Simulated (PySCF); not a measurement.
# F3Si(SH): NMR shifts at several levels of theory, part 2 of 2

PySCF 2.14.0. Atoms count from 0. The steps go on from the part before.

**10. Nuclear shieldings: KT3/pcSseg-2**

What the job is given:

```
{"job": {"kind": "nmr", "xc": "KT3", "basis": "pcSseg-2", "pop": false}, "charge": 0, "multiplicity": 1}
F     -1.204973    -0.147534     1.237761
Si    -0.414995    -0.167479    -0.152605
F     -0.877928     1.148929    -0.934019
F     -0.890105    -1.447849    -0.978334
S      1.663473    -0.286894     0.073845
H      1.730778     0.904797     0.710212
```

Method: GIAO KT3/pcSseg-2 NMR shielding, non-relativistic, gas phase.

The log of the run:

```text
coarse grid: 7128 points
cycle   1  E = -996.5861216697  dE =  5.977e-01  |g| = 1.178e+00  |ddm| = 2.116e+00
cycle   2  E = -995.9446535019  dE =  6.415e-01  |g| = 2.343e+00  |ddm| = 1.521e+00
cycle   3  E = -996.7922400900  dE = -8.476e-01  |g| = 1.360e-01  |ddm| = 1.082e+00
cycle   4  E = -996.7958883063  dE = -3.648e-03  |g| = 6.769e-02  |ddm| = 1.865e-01
cycle   5  E = -996.7969565047  dE = -1.068e-03  |g| = 1.617e-02  |ddm| = 7.012e-02
cycle   6  E = -996.7970126863  dE = -5.618e-05  |g| = 4.938e-03  |ddm| = 1.890e-02
cycle   7  E = -996.7970184723  dE = -5.786e-06  |g| = 1.515e-03  |ddm| = 5.954e-03
final grid: 63856 points
cycle   8  E = -996.8178367219  dE = -2.531e-04  |g| = 3.774e-02  |ddm| = 3.756e-02
cycle   9  E = -996.8174011189  dE =  4.356e-04  |g| = 6.432e-02  |ddm| = 4.008e-02
cycle  10  E = -996.8180243671  dE = -6.232e-04  |g| = 4.357e-03  |ddm| = 2.800e-02
cycle  11  E = -996.8180264217  dE = -2.055e-06  |g| = 7.439e-04  |ddm| = 2.471e-03
cycle  12  E = -996.8180265525  dE = -1.307e-07  |g| = 2.670e-04  |ddm| = 9.349e-04
cycle  13  E = -996.8180265675  dE = -1.508e-08  |g| = 9.097e-05  |ddm| = 2.257e-04
cycle  14  E = -996.8180265690  dE = -1.440e-09  |g| = 2.087e-05  |ddm| = 5.677e-05
cycle  15  E = -996.8180265691  dE = -6.980e-11  |g| = 7.593e-06  |ddm| = 1.738e-05
converged SCF energy = -996.8180265691

GIAO shielding tensors (ppm)
atom      isotropic    diamagn.    paramagn.     s11        s22        s33       span
  0 F      290.266     469.071    -178.805    237.346    243.231    390.220    152.874
  1 Si     413.035     877.388    -464.353    377.950    410.412    450.744     72.795
  2 F      289.843     469.128    -179.285    237.040    242.386    390.105    153.065
  3 F      301.549     467.651    -166.102    252.370    254.791    397.486    145.116
  4 S      727.899    1058.828    -330.929    630.852    696.074    856.771    225.919
  5 H       30.663      30.377       0.286     23.289     27.403     41.297     18.007
```

It took 19 s on 1 thread, shared host.

Key values: δ F0 -147.0, Si1 -54.8, S4 -202, H5 0.69 ppm (means over like atoms).

**11. Shielding tensors: B97-D/pcSseg-2**

Same as in step 10 but for these lines:

```diff
@@ -1,2 +1,2 @@
-{"job": {"kind": "nmr", "xc": "KT3", "basis": "pcSseg-2", "pop": false}, "charge": 0, "multiplicity": 1}
+{"job": {"kind": "nmr", "xc": "B97-D", "basis": "pcSseg-2", "pop": false}, "charge": 0, "multiplicity": 1}
 F     -1.204973    -0.147534     1.237761
```

Method: GIAO B97-D/pcSseg-2 NMR shielding, non-relativistic, gas phase.

The log of the run:

```text
coarse grid: 7128 points
cycle   1  E = -987.9150594902  dE =  5.541e-01  |g| = 1.078e+00  |ddm| = 2.130e+00
cycle   2  E = -987.3964337759  dE =  5.186e-01  |g| = 2.158e+00  |ddm| = 1.395e+00
cycle   3  E = -988.0869077097  dE = -6.905e-01  |g| = 1.147e-01  |ddm| = 9.608e-01
cycle   4  E = -988.0896879842  dE = -2.780e-03  |g| = 5.956e-02  |ddm| = 1.598e-01
cycle   5  E = -988.0904374046  dE = -7.494e-04  |g| = 1.331e-02  |ddm| = 5.634e-02
cycle   6  E = -988.0904749631  dE = -3.756e-05  |g| = 4.648e-03  |ddm| = 1.491e-02
cycle   7  E = -988.0904799558  dE = -4.993e-06  |g| = 1.099e-03  |ddm| = 4.752e-03
final grid: 63856 points
cycle   8  E = -988.0801210726  dE = -5.530e-05  |g| = 2.983e-02  |ddm| = 2.259e-02
cycle   9  E = -988.0798547008  dE =  2.664e-04  |g| = 5.200e-02  |ddm| = 2.892e-02
cycle  10  E = -988.0802327883  dE = -3.781e-04  |g| = 3.289e-03  |ddm| = 2.022e-02
cycle  11  E = -988.0802340188  dE = -1.230e-06  |g| = 6.439e-04  |ddm| = 2.281e-03
cycle  12  E = -988.0802341257  dE = -1.070e-07  |g| = 1.196e-04  |ddm| = 6.809e-04
cycle  13  E = -988.0802341281  dE = -2.411e-09  |g| = 4.626e-05  |ddm| = 1.111e-04
cycle  14  E = -988.0802341285  dE = -3.897e-10  |g| = 1.599e-05  |ddm| = 3.340e-05
converged SCF energy = -988.0802341285

GIAO shielding tensors (ppm)
atom      isotropic    diamagn.    paramagn.     s11        s22        s33       span
  0 F      293.946     467.978    -174.032    242.939    248.486    390.412    147.473
  1 Si     397.893     875.679    -477.786    360.508    394.386    438.786     78.278
  2 F      293.579     468.040    -174.461    242.660    247.729    390.349    147.689
  3 F      305.013     466.609    -161.597    257.506    259.771    397.761    140.255
  4 S      709.721    1057.870    -348.149    606.849    675.337    846.977    240.128
  5 H       30.742      30.229       0.513     23.421     27.589     41.217     17.795
```

Run time: 18 s. Hardware: 1 thread, shared host.

This run: δ F0 -143.3, Si1 -61.3, S4 -206, H5 0.65 ppm (means over like atoms).

**12. Nuclear shieldings: B3LYP/pcSseg-2**

Same as in step 11 but for these lines:

```diff
@@ -1,2 +1,2 @@
-{"job": {"kind": "nmr", "xc": "B97-D", "basis": "pcSseg-2", "pop": false}, "charge": 0, "multiplicity": 1}
+{"job": {"kind": "nmr", "xc": "B3LYP", "basis": "pcSseg-2", "pop": false}, "charge": 0, "multiplicity": 1}
 F     -1.204973    -0.147534     1.237761
```

Level: GIAO B3LYP/pcSseg-2 NMR shielding, non-relativistic, gas phase.

The log of the run:

```text
coarse grid: 7128 points
cycle   1  E = -988.1362218123  dE =  5.034e-01  |g| = 9.522e-01  |ddm| = 2.083e+00
cycle   2  E = -987.9148835741  dE =  2.213e-01  |g| = 1.582e+00  |ddm| = 1.085e+00
cycle   3  E = -988.2734165096  dE = -3.585e-01  |g| = 6.084e-02  |ddm| = 6.631e-01
cycle   4  E = -988.2741087507  dE = -6.922e-04  |g| = 3.361e-02  |ddm| = 8.334e-02
cycle   5  E = -988.2743445148  dE = -2.358e-04  |g| = 4.358e-03  |ddm| = 3.025e-02
cycle   6  E = -988.2743473714  dE = -2.857e-06  |g| = 1.699e-03  |ddm| = 4.576e-03
final grid: 63856 points
cycle   7  E = -988.2686476928  dE = -3.153e-05  |g| = 2.731e-03  |ddm| = 1.148e-02
cycle   8  E = -988.2686468117  dE =  8.811e-07  |g| = 3.631e-03  |ddm| = 3.257e-03
cycle   9  E = -988.2686488245  dE = -2.013e-06  |g| = 4.130e-04  |ddm| = 1.786e-03
cycle  10  E = -988.2686488439  dE = -1.948e-08  |g| = 1.529e-04  |ddm| = 2.981e-04
cycle  11  E = -988.2686488486  dE = -4.635e-09  |g| = 3.941e-05  |ddm| = 1.378e-04
cycle  12  E = -988.2686488488  dE = -2.492e-10  |g| = 1.294e-05  |ddm| = 3.123e-05
converged SCF energy = -988.2686488488

GIAO shielding tensors (ppm)
atom      isotropic    diamagn.    paramagn.     s11        s22        s33       span
  0 F      296.556     467.917    -171.362    245.405    251.199    393.063    147.658
  1 Si     386.886     874.326    -487.440    345.885    380.499    434.275     88.389
  2 F      296.240     467.971    -171.731    245.220    250.456    393.045    147.825
  3 F      307.235     466.577    -159.342    260.373    261.042    400.288    139.915
  4 S      708.281    1056.905    -348.624    597.563    676.656    850.623    253.060
  5 H       30.653      30.151       0.502     23.284     27.369     41.305     18.021
```

Wall time 13 s (1 thread, shared host).

This run: δ F0 -130.3, Si1 -62.3, S4 -216, H5 0.74 ppm (means over like atoms).

**13. NMR shieldings: PBE0/pcSseg-2**

Same as in step 12 but for these lines:

```diff
@@ -1,2 +1,2 @@
-{"job": {"kind": "nmr", "xc": "B3LYP", "basis": "pcSseg-2", "pop": false}, "charge": 0, "multiplicity": 1}
+{"job": {"kind": "nmr", "xc": "PBE0", "basis": "pcSseg-2", "pop": false}, "charge": 0, "multiplicity": 1}
 F     -1.204973    -0.147534     1.237761
```

With the program's defaults for keys left out, this is: GIAO PBE0/pcSseg-2 NMR shielding, non-relativistic, gas phase.

The log of the run:

```text
coarse grid: 7128 points
cycle   1  E = -987.5593477872  dE =  4.847e-01  |g| = 8.786e-01  |ddm| = 2.090e+00
cycle   2  E = -987.4209643835  dE =  1.384e-01  |g| = 1.338e+00  |ddm| = 9.580e-01
cycle   3  E = -987.6781128580  dE = -2.571e-01  |g| = 4.895e-02  |ddm| = 5.638e-01
cycle   4  E = -987.6785388021  dE = -4.259e-04  |g| = 2.595e-02  |ddm| = 6.358e-02
cycle   5  E = -987.6786823057  dE = -1.435e-04  |g| = 3.542e-03  |ddm| = 2.415e-02
cycle   6  E = -987.6786840955  dE = -1.790e-06  |g| = 1.238e-03  |ddm| = 3.722e-03
final grid: 63856 points
cycle   7  E = -987.6818616084  dE = -4.999e-05  |g| = 4.107e-03  |ddm| = 1.527e-02
cycle   8  E = -987.6818612089  dE =  3.995e-07  |g| = 4.181e-03  |ddm| = 5.514e-03
cycle   9  E = -987.6818641648  dE = -2.956e-06  |g| = 8.199e-04  |ddm| = 2.944e-03
cycle  10  E = -987.6818642525  dE = -8.769e-08  |g| = 1.246e-04  |ddm| = 3.307e-04
cycle  11  E = -987.6818642552  dE = -2.675e-09  |g| = 4.716e-05  |ddm| = 1.315e-04
cycle  12  E = -987.6818642556  dE = -4.527e-10  |g| = 1.102e-05  |ddm| = 3.866e-05
converged SCF energy = -987.6818642556

GIAO shielding tensors (ppm)
atom      isotropic    diamagn.    paramagn.     s11        s22        s33       span
  0 F      298.056     467.220    -169.164    246.949    253.905    393.314    146.365
  1 Si     396.575     874.603    -478.028    357.963    389.951    441.811     83.848
  2 F      297.739     467.265    -169.526    246.790    253.130    393.296    146.506
  3 F      308.167     465.860    -157.693    261.691    262.387    400.421    138.730
  4 S      729.114    1056.737    -327.623    622.637    700.535    864.171    241.534
  5 H       30.326      29.861       0.465     22.871     26.848     41.259     18.389
```

Wall time 13 s (1 thread, shared host).

Key values: δ F0 -125.5, Si1 -55.3, S4 -226, H5 0.92 ppm (means over like atoms).

**14. NMR shieldings: mPW1PW91/pcSseg-2**

Same as in step 13 but for these lines:

```diff
@@ -1,2 +1,2 @@
-{"job": {"kind": "nmr", "xc": "PBE0", "basis": "pcSseg-2", "pop": false}, "charge": 0, "multiplicity": 1}
+{"job": {"kind": "nmr", "xc": "mPW1PW91", "basis": "pcSseg-2", "pop": false}, "charge": 0, "multiplicity": 1}
 F     -1.204973    -0.147534     1.237761
```

Method: GIAO mPW1PW91/pcSseg-2 NMR shielding, non-relativistic, gas phase.

The log of the run:

```text
coarse grid: 7128 points
cycle   1  E = -988.0558353761  dE =  4.867e-01  |g| = 9.029e-01  |ddm| = 2.091e+00
cycle   2  E = -987.9098425560  dE =  1.460e-01  |g| = 1.376e+00  |ddm| = 9.766e-01
cycle   3  E = -988.1805089380  dE = -2.707e-01  |g| = 4.935e-02  |ddm| = 5.771e-01
cycle   4  E = -988.1809534744  dE = -4.445e-04  |g| = 2.656e-02  |ddm| = 6.516e-02
cycle   5  E = -988.1811032736  dE = -1.498e-04  |g| = 3.450e-03  |ddm| = 2.432e-02
cycle   6  E = -988.1811049806  dE = -1.707e-06  |g| = 1.271e-03  |ddm| = 3.663e-03
final grid: 63856 points
cycle   7  E = -988.1811350084  dE = -4.150e-05  |g| = 3.330e-03  |ddm| = 1.393e-02
cycle   8  E = -988.1811347068  dE =  3.016e-07  |g| = 3.418e-03  |ddm| = 4.063e-03
cycle   9  E = -988.1811365638  dE = -1.857e-06  |g| = 7.061e-04  |ddm| = 2.166e-03
cycle  10  E = -988.1811366274  dE = -6.365e-08  |g| = 1.038e-04  |ddm| = 2.819e-04
cycle  11  E = -988.1811366294  dE = -1.972e-09  |g| = 3.612e-05  |ddm| = 1.047e-04
cycle  12  E = -988.1811366296  dE = -2.499e-10  |g| = 1.046e-05  |ddm| = 2.653e-05
converged SCF energy = -988.1811366296

GIAO shielding tensors (ppm)
atom      isotropic    diamagn.    paramagn.     s11        s22        s33       span
  0 F      299.007     467.310    -168.303    248.017    254.911    394.094    146.077
  1 Si     396.303     874.689    -478.386    357.335    389.565    442.009     84.675
  2 F      298.704     467.355    -168.651    247.880    254.152    394.080    146.201
  3 F      309.093     465.958    -156.865    262.594    263.578    401.106    138.512
  4 S      725.060    1056.940    -331.880    617.031    696.439    861.709    244.678
  5 H       30.404      29.896       0.508     22.958     26.955     41.298     18.341
```

It took 13 s on 1 thread, shared host.

Key values: δ F0 -125.1, Si1 -56.3, S4 -226, H5 0.89 ppm (means over like atoms).

**15. Run by run: NMR shifts**

Shifts (ppm), means over like atoms, with basis size and wall time:

```
              run    H5      F0    Si1    S4  functions   time
      HF/pcSseg-2  1.06   -97.4  -67.1  -235        208  8.1 s
     LDA/pcSseg-2  1.05  -135.5  -52.2  -220        208   15 s
     PBE/pcSseg-2  0.76  -140.6  -54.8  -214        208   18 s
    BLYP/pcSseg-2  0.58  -143.4  -62.8  -205        208   17 s
    BP86/pcSseg-2  0.73  -140.7  -55.9  -212        208   18 s
    OPBE/pcSseg-2  0.84  -139.4  -50.8  -218        208   18 s
     KT2/pcSseg-2  0.81  -146.1  -49.8  -201        208   19 s
     KT3/pcSseg-2  0.69  -147.0  -54.8  -202        208   19 s
   B97-D/pcSseg-2  0.65  -143.3  -61.3  -206        208   18 s
   B3LYP/pcSseg-2  0.74  -130.3  -62.3  -216        208   13 s
    PBE0/pcSseg-2  0.92  -125.5  -55.3  -226        208   13 s
mPW1PW91/pcSseg-2  0.89  -125.1  -56.3  -226        208   13 s
         measured     –       –  -64.8     –          –      –
```

Measured: solution; U. Herzog, Habilitationsschrift, TU Bergakademie Freiberg, 2002/2003.

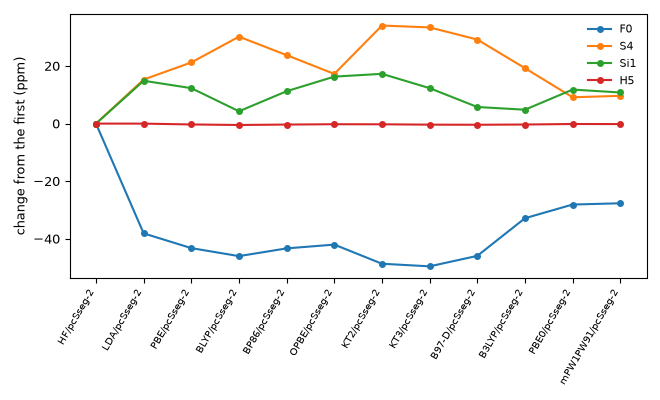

How the tabulated atoms move from run to run.

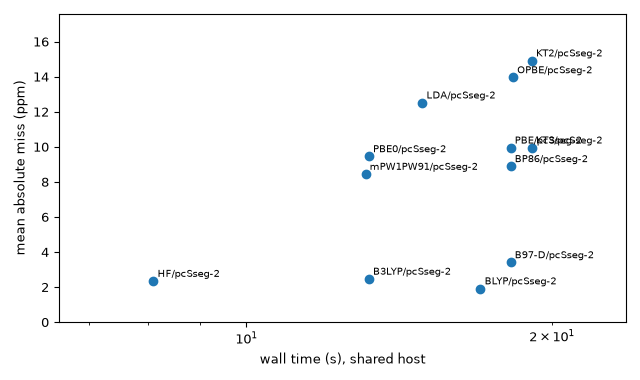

Cost against miss for the one measured ²⁹Si shift.

**16. Results**

This closing draws on all 2 parts.

| quantity | value |
| --- | --- |
| rotational constants (main isotopes) | 3.95, 2.35, 2.30 GHz |
| ¹H shifts against TMS (HF/pcSseg-2) | 1.06 ppm |
| ¹⁹F shifts against CFCl3 (HF/pcSseg-2, means over atoms taken as alike) | -97.4 ppm |
| ²⁹Si shifts against TMS (HF/pcSseg-2) | -67.1 ppm |
| ³³S shifts against CS2 (HF/pcSseg-2) | -235 ppm |
| measured, and computed on the same scale | Si1 δ -64.8, -67.1 ppm |
| range of the shift of F0 | -147.0 to -97.4 ppm |

Single values in the summary come from the first run of each kind that ended normally (HF/pcSseg-2), which need not be the best level. Over 22 steps the energy fell by 0.090 eV; of the close pairs, S4–H5 changed most, 1.329 to 1.353 Å. At HF/pcSseg-2: The largest span, 279 ppm, is at S4, where the paramagnetic term is -298 ppm. The one measured ²⁹Si shift is missed by -2.3 ppm (computed less measured, unscaled). Vibration, temperature and solvent are missing from the calculation, so part of the miss against the measured shifts is not the functional's. Across the 12 runs the shift of F0 (with its like atoms) moves most, between -147.0 (KT3/pcSseg-2) and -97.4 ppm (HF/pcSseg-2). For the one measured ²⁹Si shift, BLYP/pcSseg-2 misses least (1.9 ppm, 17 s) and KT2/pcSseg-2 most (14.9 ppm, 19 s); the quickest, HF/pcSseg-2, misses by 2.3 ppm in 8.1 s. One molecule ranks no method: errors cancel, and vibration and temperature are missing from all runs.
